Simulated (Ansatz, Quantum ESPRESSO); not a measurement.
# Barium (Im-3m): phonons and their coupling to the electrons

How strong is the electron-phonon coupling in Barium (Im-3m)?

Method: DFT PBEsol, scalar-relativistic, plane waves, PseudoDojo norm-conserving pseudopotentials, in Quantum ESPRESSO 7.5.

The database entry behind the starting cell differs from later determinations by our own check (0.1 to 0.3 % short, probably kX units), so it need not match the best structure at ambient conditions.

### 1. Starting point

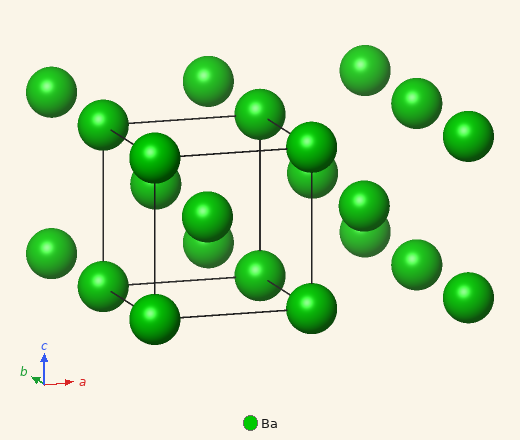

The cell as given, slightly off an axis (barium green). 2×2×1 cells are drawn. This picture shows the conventional cell, with its axes. Some periodic images of atoms are drawn too.

As a file:

```cif
data_structure
_symmetry_space_group_name_H-M 'P 1'
_symmetry_Int_Tables_number 1
_cell_length_a 4.3414
_cell_length_b 4.3414
_cell_length_c 4.3414
_cell_angle_alpha 70.529
_cell_angle_beta 109.471
_cell_angle_gamma 70.529
_cell_volume 62.99
loop_
_atom_site_label
_atom_site_type_symbol
_atom_site_fract_x
_atom_site_fract_y
_atom_site_fract_z
_atom_site_occupancy
Ba1 Ba 0.00000 0.00000 0.00000 1
```

### 2. A first look

A cheap run with smearing and empty bands tells whether the crystal has a gap, which decides between fixed occupations and smearing later on.

The input, probe.in:

```
 &control
    calculation='scf',
    prefix='x',
    outdir='./tmp',
    pseudo_dir='./pseudo',
    tprnfor=.true.,
    tstress=.true.,
    verbosity='high',
 /
 &system
    ibrav=3,
    celldm(1)=9.47319706,
    nat=1,
    ntyp=1,
    ecutwfc=57.0,
    occupations='smearing',
    smearing='gaussian',
    degauss=0.01,
 /
 &electrons
    conv_thr=1.0d-07,
    mixing_beta=0.7,
    electron_maxstep=100,
 /
ATOMIC_SPECIES
 Ba    137.3270  Ba.upf
ATOMIC_POSITIONS crystal
 Ba     0.000000000   0.000000000   0.000000000
K_POINTS automatic
 6 6 6 0 0 0
```

Command:

```
$ OMP_NUM_THREADS=1 mpirun -n 4 pw.x -nk 4 -in probe.in > probe.out
```

The log of the run:

```text
[banners, grids, parts of the stress and lines that vanish by symmetry left out]
Program PWSCF v.7.5
     bravais-lattice index     =            3
     lattice parameter (alat)  =       9.4732  a.u.
[...]
kinetic-energy cutoff     =      57.0000  Ry
     charge density cutoff     =     228.0000  Ry
     scf convergence threshold =      1.0E-07
[...]
Exchange-correlation= PBESOL
                           (   1   4  10   8   0   0   0)
[...]
48 Sym. Ops., with inversion, found
[...]
(     0          1          0      )
                  (     0          0          1      )
[...]
(  0.0000000  1.0000000  0.0000000 )
                  (  0.0000000  0.0000000  1.0000000 )
[...]
(     1         -1          1      )
                  (     1          0          0      )
[...]
(  1.0000000  0.0000000  0.0000000 )
                  (  0.0000000 -1.0000000  0.0000000 )
[...]
(     1          0          0      )
                  (     0          0         -1      )
[...]
( -1.0000000  0.0000000  0.0000000 )
                  (  0.0000000  1.0000000  0.0000000 )
[...]
number of k points=    16  Gaussian smearing, width (Ry)=  0.0100
[...]
End of self-consistent calculation
[...]
the Fermi energy is     5.7945 ev
!    total energy              =     -56.18564779 Ry
[...]
convergence has been achieved in   4 iterations
[...]
atom    1 type  1   force =     0.00000000    0.00000000    0.00000000
[...]
Total force =     0.000000     Total SCF correction =     0.000000
[...]
total   stress  (Ry/bohr**3)                   (kbar)     P=       -5.37
[...]
XML data file, charge density, pseudopotentials, collected wavefunctions

   JOB DONE.
```

It took 1.7 s on 4 MPI ranks of Arm Neoverse V2, shared host.

Read from the output:

* volume per atom: 62.99 Å³
* pressure: -0.537 GPa
* gap on the k-mesh: 0 eV

No gap opens on this mesh, so smearing is kept; the start stands at -0.54 GPa.

### 3. Relaxation

The harmonic expansion starts where the forces on the atoms vanish, and stress shifts the frequencies, so cell and atoms are relaxed with tight thresholds.

The input, relax.in:

```
 &control
    calculation='vc-relax',
    prefix='x',
    outdir='./tmp',
    pseudo_dir='./pseudo',
    tprnfor=.true.,
    tstress=.true.,
    forc_conv_thr=2.0d-05,
    etot_conv_thr=1.0d-07,
    nstep=40,
 /
 &system
    ibrav=3,
    celldm(1)=9.47319706,
    nat=1,
    ntyp=1,
    ecutwfc=57.0,
    occupations='smearing',
    smearing='mv',
    degauss=0.02,
 /
 &electrons
    conv_thr=1.0d-11,
    mixing_beta=0.7,
    electron_maxstep=100,
 /
 &ions
 /
 &cell
    press_conv_thr=0.2,
 /
ATOMIC_SPECIES
 Ba    137.3270  Ba.upf
ATOMIC_POSITIONS crystal
 Ba     0.000000000   0.000000000   0.000000000
K_POINTS automatic
 10 10 10 0 0 0
```

Command:

```
$ OMP_NUM_THREADS=1 mpirun -n 4 pw.x -nk 4 -in relax.in > relax.out
```

The log of the run:

```text
[banners, grids, parts of the stress and lines that vanish by symmetry left out]
[banner, memory and clock lines left out]
Program PWSCF v.7.5

[...]
kinetic-energy cutoff     =      57.0000  Ry
     charge density cutoff     =     228.0000  Ry
     scf convergence threshold =      1.0E-11
[...]
energy convergence thresh.=      1.0E-07
     force convergence thresh. =      2.0E-05
     press convergence thresh. =      2.0E-01
     Exchange-correlation= PBESOL
                           (   1   4  10   8   0   0   0)
[...]
48 Sym. Ops., with inversion, found
[...]
number of k points=    47  Marzari-Vanderbilt smearing, width (Ry)=  0.0200
[...]
End of self-consistent calculation
[...]
the Fermi energy is     5.7701 ev
!    total energy              =     -56.18536480 Ry
[...]
convergence has been achieved in   7 iterations
[...]
atom    1 type  1   force =     0.00000000    0.00000000    0.00000000
     Total force =     0.000000     Total SCF correction =     0.000000
[...]
total   stress  (Ry/bohr**3)                   (kbar)     P=       -6.14
[...]
number of bfgs steps    =   0
[...]
CELL_PARAMETERS (alat=  9.47319706)
[...]
ATOMIC_POSITIONS (crystal)
Ba               0.0000000000        0.0000000000        0.0000000000
[...]
New effective cutoffs (rho, wfc):  228.35   57.11
[...]
End of self-consistent calculation
[...]
the Fermi energy is     5.7932 ev
!    total energy              =     -56.18541916 Ry
[...]
convergence has been achieved in   4 iterations
[...]
atom    1 type  1   force =     0.00000000    0.00000000    0.00000000
     Total force =     0.000000     Total SCF correction =     0.000000
[...]
total   stress  (Ry/bohr**3)                   (kbar)     P=       -5.90
[...]
number of bfgs steps    =   1
[...]
WARNING: bfgs curvature condition failed, Theta= 0.833
[...]
CELL_PARAMETERS (alat=  9.47319706)
[...]
ATOMIC_POSITIONS (crystal)
Ba               0.0000000000        0.0000000000        0.0000000000
[...]
New effective cutoffs (rho, wfc):  229.07   57.28
[...]
End of self-consistent calculation
[...]
the Fermi energy is     5.8279 ev
!    total energy              =     -56.18549646 Ry
[...]
convergence has been achieved in   6 iterations
[...]
atom    1 type  1   force =     0.00000000    0.00000000    0.00000000
     Total force =     0.000000     Total SCF correction =     0.000000
[...]
total   stress  (Ry/bohr**3)                   (kbar)     P=       -5.54
[...]
number of bfgs steps    =   2
[...]
CELL_PARAMETERS (alat=  9.47319706)
[...]
ATOMIC_POSITIONS (crystal)
Ba               0.0000000000        0.0000000000        0.0000000000
[...]
New effective cutoffs (rho, wfc):  230.15   57.56
[...]
End of self-consistent calculation
[...]
the Fermi energy is     5.8804 ev
!    total energy              =     -56.18560280 Ry
[...]
convergence has been achieved in   6 iterations
[...]
atom    1 type  1   force =     0.00000000    0.00000000    0.00000000
     Total force =     0.000000     Total SCF correction =     0.000000
[...]
number of bfgs steps    =   4
[...]
New effective cutoffs (rho, wfc):  234.27   58.59
[...]
the Fermi energy is     6.0818 ev
!    total energy              =     -56.18589610 Ry
[...]
convergence has been achieved in   6 iterations
[...]
atom    1 type  1   force =     0.00000000    0.00000000    0.00000000
     Total force =     0.000000     Total SCF correction =     0.000000
[...]
total   stress  (Ry/bohr**3)                   (kbar)     P=       -2.81
[...]
number of bfgs steps    =   5
[...]
New effective cutoffs (rho, wfc):  238.08   59.54
[...]
the Fermi energy is     6.2695 ev
!    total energy              =     -56.18601221 Ry
[...]
convergence has been achieved in   7 iterations
[...]
atom    1 type  1   force =     0.00000000    0.00000000    0.00000000
     Total force =     0.000000     Total SCF correction =     0.000000
[...]
total   stress  (Ry/bohr**3)                   (kbar)     P=       -0.67
[...]
number of bfgs steps    =   6
[...]
New effective cutoffs (rho, wfc):  239.26   59.83
[...]
the Fermi energy is     6.3281 ev
!    total energy              =     -56.18601872 Ry
[...]
convergence has been achieved in   6 iterations
[...]
atom    1 type  1   force =     0.00000000    0.00000000    0.00000000
     Total force =     0.000000     Total SCF correction =     0.000000
[...]
total   stress  (Ry/bohr**3)                   (kbar)     P=        0.02
[...]
number of bfgs steps    =   7
[...]
CELL_PARAMETERS (alat=  9.47319706)
[...]
ATOMIC_POSITIONS (crystal)
Ba               0.0000000000        0.0000000000        0.0000000000
[...]
New effective cutoffs (rho, wfc):  239.23   59.83
[...]
End of self-consistent calculation
[...]
the Fermi energy is     6.3265 ev
!    total energy              =     -56.18601873 Ry
[...]
convergence has been achieved in   4 iterations
[...]
atom    1 type  1   force =     0.00000000    0.00000000    0.00000000
     Total force =     0.000000     Total SCF correction =     0.000000
[...]
total   stress  (Ry/bohr**3)                   (kbar)     P=        0.00
[...]
bfgs converged in   9 scf cycles and   8 bfgs steps
[...]
End of BFGS Geometry Optimization
     Final enthalpy           =     -56.1860187297 Ry
     File ./tmp/x.bfgs deleted, as requested
[...]
CELL_PARAMETERS (alat=  9.47319706)
[...]
ATOMIC_POSITIONS (crystal)
Ba               0.0000000000        0.0000000000        0.0000000000
[...]
Final scf calculation at the relaxed structure.
[...]
kinetic-energy cutoff     =      57.0000  Ry
     charge density cutoff     =     228.0000  Ry
     scf convergence threshold =      1.0E-13
[...]
press convergence thresh. =      2.0E-01
     Exchange-correlation= PBESOL
                           (   1   4  10   8   0   0   0)
[...]
48 Sym. Ops., with inversion, found
[...]
number of k points=    47  Marzari-Vanderbilt smearing, width (Ry)=  0.0200
[...]
c_bands:  1 eigenvalues not converged
     c_bands:  2 eigenvalues not converged
     c_bands:  1 eigenvalues not converged
     c_bands:  1 eigenvalues not converged
[...]
c_bands:  2 eigenvalues not converged
     c_bands:  2 eigenvalues not converged
[...]
End of self-consistent calculation
[...]
the Fermi energy is     6.3265 ev
!    total energy              =     -56.18601698 Ry
[...]
convergence has been achieved in   8 iterations
[...]
atom    1 type  1   force =     0.00000000    0.00000000    0.00000000
     Total force =     0.000000     Total SCF correction =     0.000000
[...]
total   stress  (Ry/bohr**3)                   (kbar)     P=       -0.01
[...]
XML data file, charge density, pseudopotentials, collected wavefunctions
```

The job ended after 31 s (4 MPI ranks; 2.1 min of CPU time).

Step by step:

```csv
step,energy less that of the first step (eV),largest force (eV/Å),pressure (GPa),volume (Å³)
1,0.0000,0.0000,-0.61,62.99
2,-0.0007,0.0000,-0.59,62.79
3,-0.0018,0.0000,-0.55,62.50
4,-0.0032,0.0000,-0.50,62.06
5,-0.0051,0.0000,-0.41,61.40
6,-0.0072,0.0000,-0.28,60.43
7,-0.0088,0.0000,-0.07,58.98
8,-0.0089,0.0000,0.00,58.55
9,-0.0089,0.0000,0.00,58.56
10,-0.0089,0.0000,0.00,58.56
```

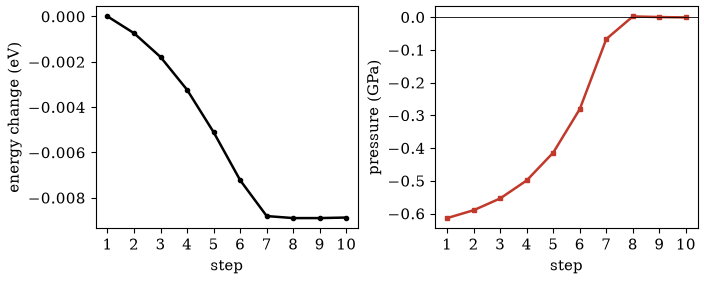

Energy and pressure along the relaxation.

```csv
"conventional cell, symmetrised",before,after,change
a (Å),5.013,4.893,-2.4 %
b (Å),5.013,4.893,-2.4 %
c (Å),5.013,4.893,-2.4 %
volume (Å³/atom),62.99,58.56,-7.0 %
```

The relaxed structure:

```cif
data_structure
_symmetry_space_group_name_H-M 'P 1'
_symmetry_Int_Tables_number 1
_cell_length_a 4.2371
_cell_length_b 4.2371
_cell_length_c 4.2371
_cell_angle_alpha 70.529
_cell_angle_beta 109.471
_cell_angle_gamma 70.529
_cell_volume 58.56
loop_
_atom_site_label
_atom_site_type_symbol
_atom_site_fract_x
_atom_site_fract_y
_atom_site_fract_z
_atom_site_occupancy
Ba1 Ba 0.00000 0.00000 0.00000 1
```

The last row of the table of steps is pw.x's closing run on a basis chosen anew for the final cell, so its energy can jump.

This step gave:

```yaml
volume_per_atom: 58.56 Å³
pressure: -0.001 GPa
```

The volume changes by -7.0 % from the cell with which this run began.

### 4. Ground state

Perturbation theory inherits every error of the wavefunctions, so the threshold is set near the limit of the arithmetic. Smearing stays on, as the first look found no gap above 0.3 eV.

The input, scf.in:

```
 &control
    calculation='scf',
    prefix='x',
    outdir='./tmp',
    pseudo_dir='./pseudo',
    tprnfor=.true.,
    tstress=.true.,
 /
 &system
    ibrav=3,
    celldm(1)=9.24563817,
    nat=1,
    ntyp=1,
    ecutwfc=57.0,
    occupations='smearing',
    smearing='mv',
    degauss=0.02,
 /
 &electrons
    conv_thr=1.0d-12,
    mixing_beta=0.7,
    electron_maxstep=100,
 /
ATOMIC_SPECIES
 Ba    137.3270  Ba.upf
ATOMIC_POSITIONS crystal
 Ba     0.000000000   0.000000000   0.000000000
K_POINTS automatic
 10 10 10 0 0 0
```

Command:

```
$ OMP_NUM_THREADS=1 mpirun -n 4 pw.x -nk 4 -in scf.in > scf.out
```

The log of the run:

```text
[banners, grids, parts of the stress and lines that vanish by symmetry left out]
[banner, memory and clock lines left out]
Program PWSCF v.7.5

[...]
kinetic-energy cutoff     =      57.0000  Ry
     charge density cutoff     =     228.0000  Ry
     scf convergence threshold =      1.0E-12
[...]
Exchange-correlation= PBESOL
                           (   1   4  10   8   0   0   0)
[...]
48 Sym. Ops., with inversion, found
[...]
number of k points=    47  Marzari-Vanderbilt smearing, width (Ry)=  0.0200
[...]
End of self-consistent calculation
[...]
the Fermi energy is     6.3265 ev
!    total energy              =     -56.18601698 Ry
[...]
convergence has been achieved in   8 iterations
[...]
atom    1 type  1   force =     0.00000000    0.00000000    0.00000000
     Total force =     0.000000     Total SCF correction =     0.000000
[...]
total   stress  (Ry/bohr**3)                   (kbar)     P=       -0.01
[...]
XML data file, charge density, pseudopotentials, collected wavefunctions
```

The job ended after 4.8 s (4 MPI ranks).

The cell stands at -0.001 GPa, close enough for phonons.

### 5. Levels on a dense mesh

The coupling is a sum over pairs of states at the Fermi level and needs a much denser mesh than the density does.

scf_fit.in, as its differences from scf.in of step 4:

```diff
@@ -17,5 +17,6 @@
     degauss=0.02,
+    la2F=.true.,
  /
  &electrons
-    conv_thr=1.0d-12,
+    conv_thr=1.0d-10,
     mixing_beta=0.7,
@@ -28,2 +29,2 @@
 K_POINTS automatic
- 10 10 10 0 0 0
+ 20 20 20 0 0 0
```

Command:

```
$ OMP_NUM_THREADS=1 mpirun -n 4 pw.x -nk 4 -in scf_fit.in > scf_fit.out
```

The log of the run:

```text
[banners, grids, parts of the stress and lines that vanish by symmetry left out]
[banner, memory and clock lines left out]
Program PWSCF v.7.5

[...]
kinetic-energy cutoff     =      57.0000  Ry
     charge density cutoff     =     228.0000  Ry
     scf convergence threshold =      1.0E-10
[...]
Exchange-correlation= PBESOL
                           (   1   4  10   8   0   0   0)
[...]
48 Sym. Ops., with inversion, found
[...]
number of k points=   256  Marzari-Vanderbilt smearing, width (Ry)=  0.0200
[...]
End of self-consistent calculation
[...]
the Fermi energy is     6.3245 ev
!    total energy              =     -56.18601812 Ry
[...]
convergence has been achieved in   6 iterations
[...]
atom    1 type  1   force =     0.00000000    0.00000000    0.00000000
     Total force =     0.000000     Total SCF correction =     0.000000
[...]
total   stress  (Ry/bohr**3)                   (kbar)     P=       -0.10
[...]
XML data file, charge density, pseudopotentials, collected wavefunctions
```

Run time: 18 s. Hardware: 4 MPI ranks; 71 s of CPU time.

This step gave:

```
pressure : -0.01 GPa
```

### 6. Ground state

The run on the dense mesh left its levels for the electron-phonon sums; ph.x needs the ground state on the coarse mesh, so pw.x runs once more in the same folder.

scf.in is that of step 4.

Command:

```
$ OMP_NUM_THREADS=1 mpirun -n 4 pw.x -nk 4 -in scf.in > scf.out
```

The log of the run:

```text
[banners, grids, parts of the stress and lines that vanish by symmetry left out]
[banner, memory and clock lines left out]
Program PWSCF v.7.5

[...]
kinetic-energy cutoff     =      57.0000  Ry
     charge density cutoff     =     228.0000  Ry
     scf convergence threshold =      1.0E-12
[...]
Exchange-correlation= PBESOL
                           (   1   4  10   8   0   0   0)
[...]
48 Sym. Ops., with inversion, found
[...]
number of k points=    47  Marzari-Vanderbilt smearing, width (Ry)=  0.0200
[...]
End of self-consistent calculation
[...]
the Fermi energy is     6.3265 ev
!    total energy              =     -56.18601698 Ry
[...]
convergence has been achieved in   8 iterations
[...]
atom    1 type  1   force =     0.00000000    0.00000000    0.00000000
     Total force =     0.000000     Total SCF correction =     0.000000
[...]
total   stress  (Ry/bohr**3)                   (kbar)     P=       -0.01
[...]
XML data file, charge density, pseudopotentials, collected wavefunctions
```

Wall time 4.8 s (4 MPI ranks); 19 s of CPU time.

This step gave:

```yaml
pressure: -0.001 GPa
```

[end of part 1 of 3]

[Host names and launcher messages were left out of these logs when they were recorded.]

[Logs are printed without paths, hosts, clocks, repeated set-up lines and the standing remarks that a program may print on its own settings, such as how far it seeks lower states.]

[Hosts, paths, dates, database ids (printed as entryN), source tags and the programs' standing remarks are cut or masked in the printed files.]
